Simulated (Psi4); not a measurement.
# N2 (nitrogen): r2SCAN/heavy-aug-cc-pVDZ (sweep point 3)

What is the vertical ionisation energy of N2 (nitrogen) at r2SCAN/heavy-aug-cc-pVDZ (sweep point 3)? 

The results are computed with Psi4 1.11.

### 1 The structure to begin with

N2 has 2 atoms, charge 0, and is taken as a singlet. As SMILES, `N#N`. Geometry: relaxed at PBE0-D4/def2-TZVP.

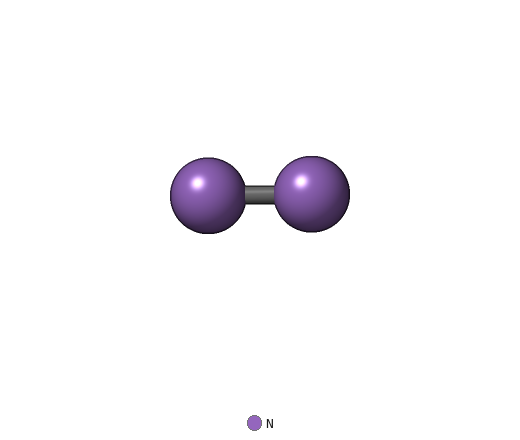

The structure, seen from a chosen angle (nitrogen purple).

### 2 The energy at r2SCAN/heavy-aug-cc-pVDZ (sweep point 3)

input.in

```
memory 1600 mb

molecule molecule1 {
  0 1
  N      0.465500    -0.150300     0.239800
  N     -0.465500     0.150300    -0.239800
  symmetry c1
}

set {
  basis heavy-aug-cc-pVDZ
  puream true
  scf_type pk
  dft_radial_points 99
  dft_spherical_points 590
}

energy_value = energy('r2scan')
```

The run is started by

```
$ psi4 -n 1 input.in input.out
```

input.out:

```text
[...]
  Running in c1 symmetry.
[...]
  Nuclear repulsion =   23.798341769446306
[...]
  Multiplicity = 1
[...]
  Nalpha       = 7
  Nbeta        = 7
[...]
    Number of basis functions: 46
[...]
   @RKS iter   1:  -109.42453907019872   -4.19371e-01   7.35660e-03 DIIS/ADIIS
[...]
   @RKS iter   6:  -109.48231079343344   -7.40198e-09   6.57117e-08 DIIS
[...]
    Orbital Energies [Eh]
    ---------------------
    Doubly Occupied:
       1A    -14.282536     2A    -14.281112     3A     -1.101023
       4A     -0.523881     5A     -0.444335     6A     -0.444335
       7A     -0.394357
[...]
  @RKS Final Energy:  -109.48231079343344
   => Energetics <=
    Nuclear Repulsion Energy =             23.7983417694463064
    One-Electron Energy =                -194.7400688948789593
    Two-Electron Energy =                  75.0986140550082411
    DFT Exchange-Correlation Energy =     -13.6391977230090209
    Empirical Dispersion Energy =           0.0000000000000000
    VV10 Nonlocal Energy =                  0.0000000000000000
    Total Energy =                       -109.4823107934334416
[...]
 Multipole Moments:
 ------------------------------------------------------------------------------------
     Multipole            Electronic (a.u.)      Nuclear  (a.u.)        Total (a.u.)
 ------------------------------------------------------------------------------------
 L = 1.  Multiply by 2.5417464519 to convert [e a0] to [Debye]
 Dipole X            :         -0.0000000            0.0000000           -0.0000000
 Dipole Y            :         -0.0000000            0.0000000           -0.0000000
 Dipole Z            :         -0.0000000            0.0000000           -0.0000000
 Magnitude           :                                                    0.0000000
[...]
```

Run time: 4.5 s. Hardware: 1 thread of AMD EPYC 9R45 (Zen 5), shared host; peak memory 0.61 GiB.

### 3 The doublet cation at the same level

input.inp

```
memory 1.6 GB

molecule system {
  1 2
  N      0.465500    -0.150300     0.239800
  N     -0.465500     0.150300    -0.239800
  units angstrom
  symmetry c1
}

set basis heavy-aug-cc-pVDZ
set reference uks
set puream true
set scf_type pk
set dft_radial_points 99
set dft_spherical_points 590
set maxiter 150

energy('r2scan')
print_variables()
```

The run is started by

```
$ psi4 -n 1 input.inp input.out
```

input.out:

```text
[...]
  Running in c1 symmetry.
[...]
  Nuclear repulsion =   23.798341769446306
[...]
  Multiplicity = 2
[...]
  Nalpha       = 7
  Nbeta        = 6
[...]
    Number of basis functions: 46
[...]
   @UKS iter   1:  -108.89743426760413    1.07733e-01   3.26568e-03 ADIIS/DIIS
[...]
   @UKS iter   6:  -108.90873959669702   -2.08630e-08   4.30257e-07 DIIS
[...]
   @S^2 Observed:                7.539922125E-01
[...]
    Orbital Energies [Eh]
    ---------------------
    Alpha Occupied:
       1A    -14.771504     2A    -14.770078     3A     -1.543937
       4A     -0.980883     5A     -0.866130     6A     -0.858748
       7A     -0.858748
    Alpha Virtual:
       8A     -0.473870     9A     -0.473870    10A     -0.134250
      11A     -0.091644    12A     -0.091644    13A     -0.085340
      14A     -0.030364    15A     -0.001555    16A     -0.001555
      17A      0.091704    18A      0.152523    19A      0.156406
      20A      0.156407    21A      0.286144    22A      0.369503
      23A      0.369503    24A      0.474464    25A      0.474464
[...]
  @UKS Final Energy:  -108.90873959669702
   => Energetics <=
    Nuclear Repulsion Energy =             23.7983417694463064
    One-Electron Energy =                -188.5280418630806594
    Two-Electron Energy =                  69.0534855397421552
    DFT Exchange-Correlation Energy =     -13.2325250428048022
    Empirical Dispersion Energy =           0.0000000000000000
    VV10 Nonlocal Energy =                  0.0000000000000000
    Total Energy =                       -108.9087395966970178
[...]
 Multipole Moments:
 ------------------------------------------------------------------------------------
     Multipole            Electronic (a.u.)      Nuclear  (a.u.)        Total (a.u.)
 ------------------------------------------------------------------------------------
 L = 1.  Multiply by 2.5417464519 to convert [e a0] to [Debye]
 Dipole X            :          0.0000000            0.0000000            0.0000000
 Dipole Y            :         -0.0000000            0.0000000           -0.0000000
 Dipole Z            :         -0.0000000            0.0000000           -0.0000000
 Magnitude           :                                                    0.0000000
[...]
```

It took 6.3 s on 1 thread of AMD EPYC 9R45 (Zen 5), shared host; peak memory 0.61 GiB.

### 4 What came out

At r2SCAN/heavy-aug-cc-pVDZ (sweep point 3):

| quantity | value |
| --- | --- |
| singlet N2: total energy | -109.48231 Eh |
| singlet N2: dipole moment | 0.00 D |
| singlet N2: HOMO energy | -10.73 eV |
| singlet N2: LUMO energy | -1.57 eV |
| singlet N2: HOMO–LUMO gap | 9.16 eV |
| doublet cation: total energy | -108.90874 Eh |
| doublet cation: HOMO energy (highest over α and β) | -23.00 eV |
| doublet cation: LUMO energy (lowest over α and β) | -20.45 eV |
| doublet cation: ⟨S²⟩ | 0.754 |
| vertical ionisation energy (to the doublet cation) | 15.608 eV |

Removing an electron at fixed nuclei costs 15.61 eV (360 kcal/mol). −ε(HOMO) before ionisation, 10.73 eV, is 4.88 eV below this ionisation energy.
